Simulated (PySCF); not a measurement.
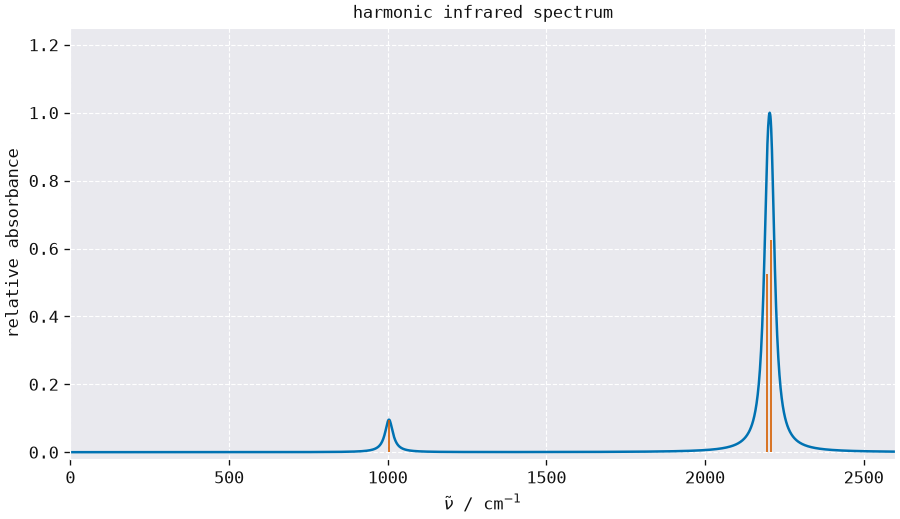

Unscaled harmonic wavenumbers and double-harmonic intensities, PBE0/def2-TZVP, PySCF, isolated molecule. Structures are the lowest points that the searches found. Degenerate modes count as one line, with their intensities summed. Lorentzian lines of 30 cm⁻¹ full width. Close modes add up in the curve.

Question: Which molecule gives this infrared spectrum?
A. MgH₂, singlet
B. AlF₃, singlet
C. AlCl₂⁺, singlet
D. AsH₂, doublet

Answer: Option D. It has its most intense lines at 2208.5, 2196.8 and 1004.1 cm⁻¹.

Known limits of this run: no scalar relativity.
